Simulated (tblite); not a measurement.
# Run report: C₄H₄F₃O₂, geometry relaxation (part 1 of 4)

System: C₄H₄F₃O₂, multiplicity 2, SMILES CC(=O)[CH]OC(F)(F)F.
Method: GFN2-xTB geometry optimisation, gas phase (tblite 0.8.0).

It belongs to a series of runs on one base structure; here: H removed from sp3 C.

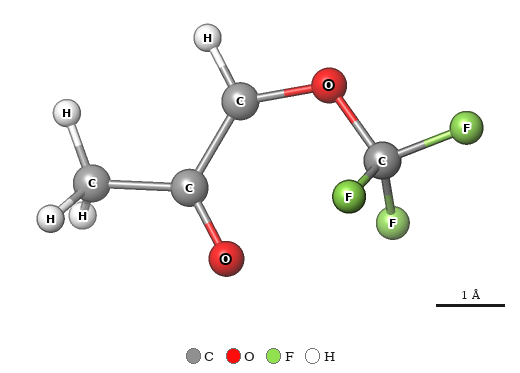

Fig. 1: The structure as given in the input (ball-and-stick view, seen at a tilt). Bond lengths as drawn: C–C 1.48 to 1.49 Å, C–F 1.34 to 1.37 Å, C–H 1.10 Å and C–O 1.22 to 1.43 Å.

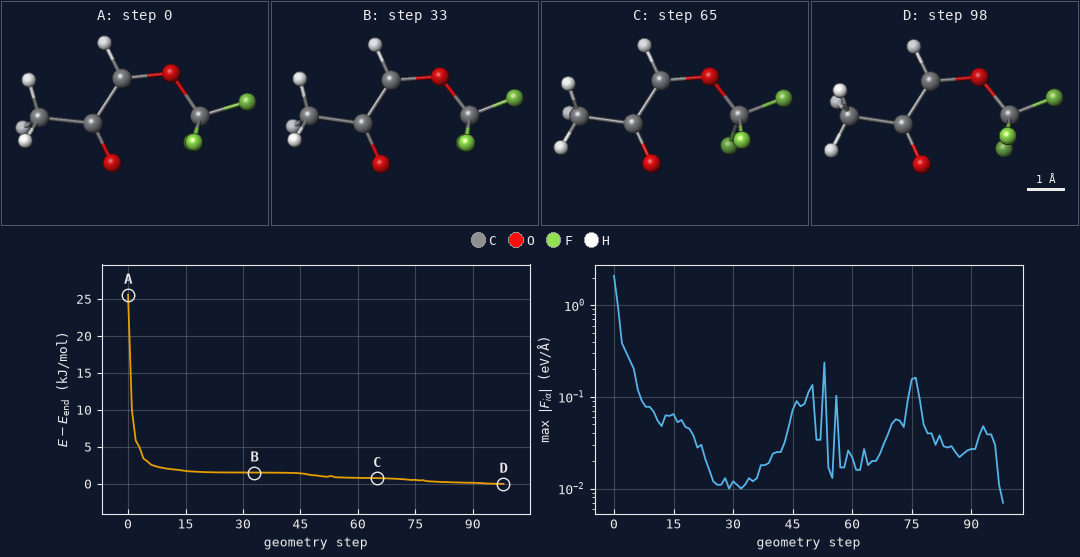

Fig. 2: Frames of the relaxation (ball-and-stick view, seen at a tilt) above the curves, on which the letters mark them (steps are counted from 0).

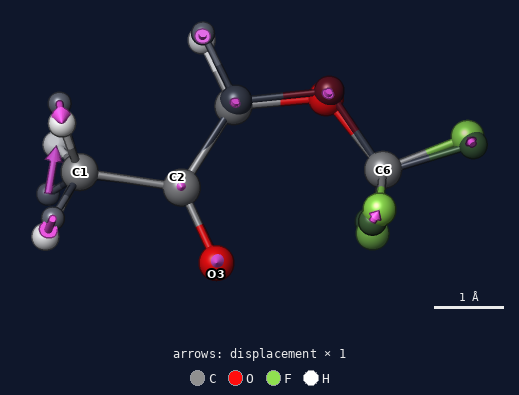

Fig. 3: Start (faint) and end (solid) with the displacements as pink arrows, at true length (ball-and-stick view, seen at a tilt). The two geometries are laid on each other by the best rigid fit. The energy falls by 25.6 kJ/mol in 98 geometry steps. Largest force component: 2.1 eV/Å at the start, 0.007 eV/Å at the end. The atom that moves furthest after the best rigid fit is H12 (0.73 Å). By element the largest moves are H 0.73 Å, O 0.31 Å, F 0.25 Å, C 0.15 Å. Among the contacts that change: O5–C6 1.429 → 1.347 Å, C2–C4 1.481 → 1.430 Å, C6–F9 1.366 → 1.334 Å, C6–F7 1.349 → 1.328 Å. Among the angles that change: C4–O5–C6 118.0° → 123.0°, F7–C6–F8 112.1° → 108.9°, C1–C2–C4 116.7° → 113.6°. (Atoms are counted from 1 in the order of the input.)

The input and output of the run follow.

Input
```
{"job": {"kind": "relax", "xc": "GFN2-xTB", "basis": "xTB"}, "charge": 0, "multiplicity": 2}
C     -2.194400    -0.070900    -0.322600
C     -0.702500    -0.046700    -0.353800
O     -0.067900    -0.204900    -1.386400
C     -0.013000     0.180700     0.937500
O      1.333300     0.219700     1.201700
C      2.236600     0.001500     0.116300
F      2.137300     0.972400    -0.815300
F      2.085000    -1.218900    -0.409800
F      3.501400     0.057800     0.628600
H     -2.591100    -0.100100     0.706000
H     -2.562000    -0.961900    -0.846100
H     -2.584200     0.828100    -0.813300
H     -0.583000     0.343700     1.860200
```

The first line tells a small driver script what to run in tblite; the rest is the geometry in Å.

Launch command:
```bash
OMP_NUM_THREADS=1 python <driver script> task.json out
```

What the program printed
```
step      E/eV     max force
  0    -894.36780    2.233
  1    -894.52939    1.002
  2    -894.57221    0.412
  3    -894.58178    0.357
  4    -894.59728    0.293
  5    -894.60120    0.230
  6    -894.60612    0.141
  7    -894.60797    0.103
  8    -894.60946    0.090
  9    -894.61053    0.080
 10    -894.61152    0.071
 11    -894.61224    0.063
 12    -894.61277    0.059
 13    -894.61332    0.072
 14    -894.61407    0.070
 15    -894.61485    0.074
 16    -894.61541    0.072
 17    -894.61572    0.063
 18    -894.61597    0.049
 19    -894.61624    0.050
 20    -894.61648    0.039
 21    -894.61666    0.031
 22    -894.61678    0.031
 23    -894.61687    0.025
 24    -894.61692    0.019
 25    -894.61695    0.014
 26    -894.61697    0.013
 27    -894.61699    0.012
 28    -894.61701    0.014
 29    -894.61703    0.011
 30    -894.61705    0.013
 31    -894.61708    0.015
 32    -894.61711    0.012
 33    -894.61713    0.014
 34    -894.61715    0.015
 35    -894.61718    0.014
 36    -894.61721    0.018
 37    -894.61725    0.021
 38    -894.61730    0.019
 39    -894.61735    0.021
 40    -894.61740    0.026
 41    -894.61744    0.026
 42    -894.61750    0.027
 43    -894.61762    0.036
 44    -894.61785    0.051
 45    -894.61824    0.083
 46    -894.61886    0.102
 47    -894.61986    0.093
 48    -894.62083    0.117
 49    -894.62104    0.123
 50    -894.62187    0.155
 51    -894.62259    0.037
 52    -894.62300    0.037
 53    -894.62182    0.243
 54    -894.62364    0.022
 55    -894.62390    0.018
 56    -894.62400    0.104
 57    -894.62428    0.020
 58    -894.62435    0.023
 59    -894.62446    0.029
 60    -894.62452    0.027
 61    -894.62465    0.023
 62    -894.62473    0.017
 63    -894.62477    0.033
 64    -894.62481    0.022
 65    -894.62488    0.023
 66    -894.62507    0.027
 67    -894.62516    0.027
 68    -894.62537    0.032
 69    -894.62564    0.043
 70    -894.62591    0.057
 71    -894.62617    0.067
 72    -894.62653    0.067
 73    -894.62702    0.062
 74    -894.62759    0.102
 75    -894.62727    0.165
 76    -894.62814    0.166
 77    -894.62783    0.141
 78    -894.62924    0.052
 79    -894.62952    0.044
 80    -894.62980    0.047
 81    -894.63008    0.032
 82    -894.63039    0.041
 83    -894.63050    0.032
 84    -894.63070    0.030
 85    -894.63086    0.035
 86    -894.63102    0.029
 87    -894.63118    0.030
 88    -894.63129    0.027
 89    -894.63137    0.027
 90    -894.63146    0.027
 91    -894.63161    0.029
 92    -894.63188    0.053
 93    -894.63222    0.063
 94    -894.63254    0.051
 95    -894.63270    0.048
 96    -894.63286    0.031
 97    -894.63291    0.012
 98    -894.63293    0.008
```

Trajectory as extended XYZ (Å, eV, eV/Å), 61 of the 99 frames kept, from step=0 to step=98
```
13
Properties=species:S:1:pos:R:3:forces:R:3 step=0 energy=-894.36780
C    -2.1944   -0.0709   -0.3226   -0.6940  -0.0570   0.7330
C    -0.7025   -0.0467   -0.3538    1.2780   0.1380   0.9280
O    -0.0679   -0.2049   -1.3864   -0.0890  -0.0210  -0.1020
C    -0.0130    0.1807    0.9375   -0.6450  -0.0610  -0.2600
O     1.3333    0.2197    1.2017    0.6780  -0.3690  -2.0950
C     2.2366    0.0015    0.1163   -0.4100   0.3780   1.1180
F     2.1373    0.9724   -0.8153    0.2510  -1.0420   0.8440
F     2.0850   -1.2189   -0.4098    0.2180   0.9760   0.2370
F     3.5014    0.0578    0.6286   -1.4260   0.0130  -0.4900
H    -2.5911   -0.1001    0.7060    0.2130   0.0620  -0.4150
H    -2.5620   -0.9619   -0.8461    0.1600   0.3520  -0.0340
H    -2.5842    0.8281   -0.8133    0.0990  -0.2900  -0.0070
H    -0.5830    0.3437    1.8602    0.3670  -0.0790  -0.4570
13
Properties=species:S:1:pos:R:3:forces:R:3 step=2 energy=-894.57221
C    -2.2015   -0.0714   -0.3065    0.2810   0.0220   0.1090
C    -0.6776   -0.0442   -0.3322   -0.1630  -0.0420  -0.0560
O    -0.0709   -0.2049   -1.3859   -0.0190   0.0140   0.0880
C    -0.0185    0.1786    0.9283    0.0840  -0.0360  -0.1470
O     1.3407    0.2103    1.1458   -0.3870   0.0490   0.1330
C     2.2204    0.0100    0.1448   -0.1910  -0.1040  -0.2160
F     2.1453    0.9447   -0.7940    0.0860   0.0100  -0.1100
F     2.0917   -1.1930   -0.4051    0.0540  -0.0380  -0.1300
F     3.4626    0.0595    0.6192   -0.1550   0.0970   0.3070
H    -2.5882   -0.0983    0.7013   -0.0570   0.0280   0.1840
H    -2.5566   -0.9506   -0.8472    0.1290   0.1650  -0.0160
H    -2.5807    0.8183   -0.8131    0.0830  -0.1370   0.0130
H    -0.5711    0.3415    1.8476    0.2540  -0.0300  -0.1580
13
Properties=species:S:1:pos:R:3:forces:R:3 step=3 energy=-894.58178
C    -2.1976   -0.0711   -0.3038    0.1440   0.0130   0.1170
C    -0.6785   -0.0447   -0.3316   -0.1210  -0.0310  -0.0310
O    -0.0714   -0.2047   -1.3846    0.0160  -0.0020  -0.0040
C    -0.0175    0.1779    0.9255   -0.0420  -0.0330  -0.1190
O     1.3353    0.2104    1.1441   -0.1890   0.0370   0.1160
C     2.2164    0.0091    0.1434   -0.1140  -0.0650  -0.1560
F     2.1471    0.9430   -0.7942    0.0570   0.0540  -0.1470
F     2.0929   -1.1919   -0.4067    0.0310  -0.0970  -0.1400
F     3.4577    0.0611    0.6232   -0.1530   0.0840   0.3110
H    -2.5889   -0.0977    0.7038   -0.0270   0.0270   0.1430
H    -2.5542   -0.9473   -0.8475    0.1250   0.1300  -0.0080
H    -2.5792    0.8156   -0.8129    0.0840  -0.0990   0.0160
H    -0.5665    0.3409    1.8443    0.1890  -0.0180  -0.0980
13
Properties=species:S:1:pos:R:3:forces:R:3 step=5 energy=-894.60120
C    -2.1882   -0.0701   -0.2905   -0.1380  -0.0040   0.0230
C    -0.6814   -0.0472   -0.3323   -0.0080  -0.0020   0.0000
O    -0.0720   -0.2047   -1.3834    0.0430  -0.0390  -0.1980
C    -0.0203    0.1747    0.9140   -0.0690  -0.0080   0.0490
O     1.3209    0.2109    1.1386    0.1400  -0.0280  -0.1060
C     2.2034    0.0059    0.1371    0.0800   0.0320  -0.0140
F     2.1538    0.9405   -0.8017    0.0000   0.0210  -0.1000
F     2.0972   -1.1935   -0.4175    0.0060  -0.0450  -0.0660
F     3.4345    0.0686    0.6483   -0.1080   0.0190   0.2020
H    -2.5903   -0.0950    0.7155    0.0480   0.0130   0.0490
H    -2.5422   -0.9341   -0.8483    0.0430  -0.0480   0.0120
H    -2.5711    0.8054   -0.8112    0.0410   0.0670   0.0260
H    -0.5488    0.3391    1.8346   -0.0780   0.0220   0.1230
13
Properties=species:S:1:pos:R:3:forces:R:3 step=7 energy=-894.60797
C    -2.1908   -0.0698   -0.2843    0.0420   0.0020  -0.0600
C    -0.6812   -0.0492   -0.3373   -0.0480   0.0150   0.0750
O    -0.0730   -0.2065   -1.3901   -0.0310  -0.0200  -0.0680
C    -0.0235    0.1727    0.9122   -0.0020  -0.0040   0.0290
O     1.3199    0.2094    1.1298   -0.0500  -0.0110  -0.0680
C     2.2024    0.0060    0.1318    0.0120   0.0000  -0.0220
F     2.1573    0.9401   -0.8110    0.0540  -0.0590  -0.0080
F     2.1002   -1.1959   -0.4262    0.0670   0.0760  -0.0070
F     3.4187    0.0731    0.6723    0.0230  -0.0050   0.0470
H    -2.5880   -0.0930    0.7242    0.0530   0.0000  -0.0080
H    -2.5348   -0.9321   -0.8479   -0.0460  -0.0880   0.0270
H    -2.5652    0.8059   -0.8087   -0.0170   0.0910   0.0350
H    -0.5463    0.3397    1.8382   -0.0570   0.0030   0.0280
13
Properties=species:S:1:pos:R:3:forces:R:3 step=8 energy=-894.60946
C    -2.1914   -0.0698   -0.2849    0.0410   0.0030  -0.0430
C    -0.6813   -0.0494   -0.3380   -0.0540   0.0080   0.0450
O    -0.0748   -0.2073   -1.3927   -0.0410  -0.0060   0.0150
C    -0.0244    0.1723    0.9131   -0.0220  -0.0060  -0.0090
O     1.3194    0.2087    1.1262   -0.0760   0.0080  -0.0050
C     2.2034    0.0062    0.1301   -0.0090  -0.0020   0.0050
F     2.1592    0.9388   -0.8134    0.0740  -0.0390  -0.0090
F     2.1024   -1.1946   -0.4281    0.0780   0.0420  -0.0180
F     3.4164    0.0737    0.6786    0.0320  -0.0010   0.0090
H    -2.5858   -0.0926    0.7257    0.0520  -0.0020  -0.0380
H    -2.5346   -0.9347   -0.8470   -0.0450  -0.0380   0.0380
H    -2.5646    0.8091   -0.8072   -0.0150   0.0430   0.0420
H    -0.5482    0.3401    1.8407   -0.0150  -0.0090  -0.0310
13
Properties=species:S:1:pos:R:3:forces:R:3 step=10 energy=-894.61152
C    -2.1914   -0.0695   -0.2873   -0.0380   0.0020   0.0100
C    -0.6837   -0.0495   -0.3378   -0.0410  -0.0090  -0.0240
O    -0.0796   -0.2086   -1.3942    0.0100   0.0030   0.0470
C    -0.0279    0.1712    0.9132   -0.0350  -0.0050  -0.0410
O     1.3154    0.2083    1.1208   -0.0140   0.0200   0.0350
C     2.2044    0.0067    0.1287    0.0030   0.0020   0.0350
F     2.1664    0.9351   -0.8175    0.0690   0.0150  -0.0040
F     2.1101   -1.1915   -0.4323    0.0600  -0.0320  -0.0180
F     3.4140    0.0747    0.6882    0.0050   0.0090  -0.0160
H    -2.5798   -0.0922    0.7254    0.0210  -0.0030  -0.0220
H    -2.5367   -0.9394   -0.8434   -0.0340   0.0430   0.0310
H    -2.5643    0.8151   -0.8025   -0.0140  -0.0290   0.0270
H    -0.5514    0.3400    1.8419    0.0090  -0.0150  -0.0600
13
Properties=species:S:1:pos:R:3:forces:R:3 step=11 energy=-894.61224
C    -2.1919   -0.0694   -0.2880   -0.0550   0.0010   0.0240
C    -0.6859   -0.0497   -0.3379   -0.0160  -0.0140  -0.0430
O    -0.0812   -0.2091   -1.3939    0.0320   0.0000   0.0230
C    -0.0300    0.1706    0.9121   -0.0160  -0.0030  -0.0350
O     1.3130    0.2086    1.1192    0.0170   0.0130   0.0120
C     2.2047    0.0068    0.1289    0.0170   0.0000   0.0210
F     2.1711    0.9338   -0.8191    0.0500   0.0260   0.0100
F     2.1149   -1.1907   -0.4344    0.0400  -0.0370   0.0010
F     3.4130    0.0754    0.6918    0.0000   0.0110  -0.0080
H    -2.5769   -0.0920    0.7249   -0.0050  -0.0030   0.0150
H    -2.5384   -0.9403   -0.8412   -0.0390   0.0480   0.0120
H    -2.5645    0.8168   -0.8000   -0.0230  -0.0310   0.0080
H    -0.5523    0.3396    1.8408   -0.0030  -0.0120  -0.0410
13
Properties=species:S:1:pos:R:3:forces:R:3 step=13 energy=-894.61332
C    -2.1949   -0.0690   -0.2877   -0.0130   0.0010   0.0230
C    -0.6897   -0.0507   -0.3398    0.0260  -0.0090  -0.0230
O    -0.0814   -0.2099   -1.3931    0.0300  -0.0100  -0.0390
C    -0.0330    0.1697    0.9089    0.0260   0.0000  -0.0080
O     1.3104    0.2095    1.1168    0.0240  -0.0080  -0.0450
C     2.2060    0.0069    0.1298    0.0320  -0.0030  -0.0200
F     2.1803    0.9331   -0.8203    0.0100   0.0180   0.0280
F     2.1236   -1.1910   -0.4366    0.0050  -0.0020   0.0370
F     3.4119    0.0769    0.6965    0.0170   0.0070   0.0250
H    -2.5736   -0.0920    0.7259   -0.0350  -0.0010   0.0630
H    -2.5435   -0.9390   -0.8379   -0.0560   0.0140  -0.0210
H    -2.5666    0.8177   -0.7964   -0.0440  -0.0020  -0.0160
H    -0.5539    0.3383    1.8370   -0.0220  -0.0040  -0.0040
13
Properties=species:S:1:pos:R:3:forces:R:3 step=15 energy=-894.61485
C    -2.2007   -0.0685   -0.2853    0.0510  -0.0020   0.0010
C    -0.6934   -0.0531   -0.3449    0.0350   0.0020   0.0180
O    -0.0794   -0.2121   -1.3947   -0.0300  -0.0170  -0.0650
C    -0.0356    0.1683    0.9030    0.0440  -0.0020   0.0070
O     1.3085    0.2103    1.1104    0.0040  -0.0210  -0.0460
C     2.2112    0.0069    0.1299    0.0290   0.0050  -0.0260
F     2.1953    0.9342   -0.8199   -0.0260  -0.0030   0.0140
F     2.1373   -1.1922   -0.4368   -0.0200   0.0350   0.0430
F     3.4125    0.0798    0.7054    0.0320  -0.0030   0.0500
H    -2.5715   -0.0922    0.7321   -0.0270   0.0040   0.0270
H    -2.5565   -0.9356   -0.8345   -0.0490  -0.0080  -0.0220
H    -2.5738    0.8187   -0.7920   -0.0390   0.0100  -0.0050
H    -0.5581    0.3360    1.8305   -0.0040   0.0010   0.0060
13
Properties=species:S:1:pos:R:3:forces:R:3 step=16 energy=-894.61541
C    -2.2023   -0.0683   -0.2842    0.0430  -0.0030  -0.0070
C    -0.6940   -0.0541   -0.3470    0.0160   0.0020   0.0150
O    -0.0793   -0.2133   -1.3967   -0.0530  -0.0150  -0.0470
C    -0.0358    0.1677    0.9007    0.0310  -0.0050  -0.0010
O     1.3082    0.2102    1.1070    0.0040  -0.0130  -0.0100
C     2.2142    0.0071    0.1295    0.0190   0.0110  -0.0020
F     2.2007    0.9348   -0.8195   -0.0250  -0.0070   0.0000
F     2.1424   -1.1922   -0.4359   -0.0170   0.0290   0.0260
F     3.4135    0.0808    0.7101    0.0220  -0.0050   0.0390
H    -2.5713   -0.0922    0.7351   -0.0090   0.0050  -0.0120
H    -2.5630   -0.9342   -0.8336   -0.0280   0.0020  -0.0070
H    -2.5777    0.8191   -0.7903   -0.0210  -0.0010   0.0120
H    -0.5600    0.3351    1.8279    0.0170   0.0000  -0.0050
13
Properties=species:S:1:pos:R:3:forces:R:3 step=18 energy=-894.61597
C    -2.2023   -0.0683   -0.2835   -0.0110  -0.0010  -0.0030
C    -0.6935   -0.0550   -0.3486   -0.0150  -0.0050  -0.0160
O    -0.0821   -0.2150   -1.4005   -0.0470  -0.0090  -0.0120
C    -0.0345    0.1669    0.8987    0.0040  -0.0070  -0.0190
O     1.3089    0.2096    1.1043    0.0140   0.0080   0.0410
C     2.2177    0.0079    0.1295    0.0020   0.0100   0.0320
F     2.2037    0.9351   -0.8193   -0.0030  -0.0040  -0.0050
F     2.1454   -1.1912   -0.4340    0.0000   0.0010  -0.0030
F     3.4152    0.0815    0.7157   -0.0010   0.0030   0.0040
H    -2.5715   -0.0919    0.7366    0.0100   0.0020  -0.0320
H    -2.5693   -0.9326   -0.8332    0.0060   0.0160   0.0100
H    -2.5817    0.8192   -0.7883    0.0080  -0.0100   0.0220
H    -0.5604    0.3343    1.8256    0.0340  -0.0030  -0.0190
13
Properties=species:S:1:pos:R:3:forces:R:3 step=20 energy=-894.61648
C    -2.2026   -0.0684   -0.2831   -0.0380   0.0030   0.0060
C    -0.6943   -0.0562   -0.3510   -0.0170  -0.0100  -0.0290
O    -0.0883   -0.2175   -1.4056   -0.0120  -0.0060  -0.0070
C    -0.0326    0.1656    0.8953   -0.0070  -0.0040  -0.0200
O     1.3102    0.2097    1.1045    0.0070   0.0170   0.0300
C     2.2210    0.0092    0.1317   -0.0080  -0.0040   0.0280
F     2.2064    0.9347   -0.8190    0.0090  -0.0030   0.0160
F     2.1484   -1.1896   -0.4323    0.0080  -0.0100  -0.0060
F     3.4168    0.0824    0.7214   -0.0070   0.0110  -0.0210
H    -2.5711   -0.0915    0.7362    0.0060  -0.0050   0.0100
H    -2.5750   -0.9303   -0.8322    0.0220  -0.0020   0.0020
H    -2.5850    0.8189   -0.7848    0.0190   0.0150   0.0040
H    -0.5581    0.3334    1.8220    0.0190  -0.0030  -0.0110
13
Properties=species:S:1:pos:R:3:forces:R:3 step=21 energy=-894.61666
C    -2.2036   -0.0683   -0.2828   -0.0250   0.0050   0.0060
C    -0.6953   -0.0569   -0.3526   -0.0090  -0.0080  -0.0190
O    -0.0911   -0.2187   -1.4080   -0.0020  -0.0070  -0.0130
C    -0.0321    0.1650    0.8932   -0.0060  -0.0020  -0.0130
O     1.3106    0.2101    1.1049   -0.0030   0.0120   0.0060
C     2.2222    0.0097    0.1332   -0.0060  -0.0080   0.0120
F     2.2082    0.9344   -0.8186    0.0040  -0.0020   0.0220
F     2.1503   -1.1891   -0.4318    0.0050  -0.0060   0.0030
F     3.4172    0.0832    0.7236    0.0000   0.0110  -0.0180
H    -2.5707   -0.0915    0.7365    0.0000  -0.0070   0.0280
H    -2.5771   -0.9294   -0.8316    0.0190  -0.0130  -0.0050
H    -2.5861    0.8192   -0.7831    0.0160   0.0260  -0.0040
H    -0.5569    0.3328    1.8200    0.0060  -0.0010  -0.0040
13
Properties=species:S:1:pos:R:3:forces:R:3 step=23 energy=-894.61687
C    -2.2057   -0.0679   -0.2821    0.0100   0.0040   0.0030
C    -0.6968   -0.0582   -0.3552    0.0030  -0.0010   0.0030
O    -0.0944   -0.2205   -1.4113   -0.0020  -0.0070  -0.0120
C    -0.0319    0.1641    0.8902   -0.0020  -0.0010  -0.0020
O     1.3106    0.2111    1.1053   -0.0130  -0.0040  -0.0210
C     2.2234    0.0098    0.1353    0.0020  -0.0030  -0.0090
F     2.2107    0.9340   -0.8171   -0.0080   0.0050   0.0120
F     2.1529   -1.1888   -0.4309   -0.0040   0.0000   0.0160
F     3.4179    0.0846    0.7255    0.0110   0.0030  -0.0020
H    -2.5701   -0.0918    0.7383   -0.0010  -0.0060   0.0190
H    -2.5789   -0.9289   -0.8311    0.0070  -0.0080  -0.0050
H    -2.5866    0.8210   -0.7812    0.0080   0.0180  -0.0010
H    -0.5554    0.3321    1.8175   -0.0110   0.0000  -0.0010
```
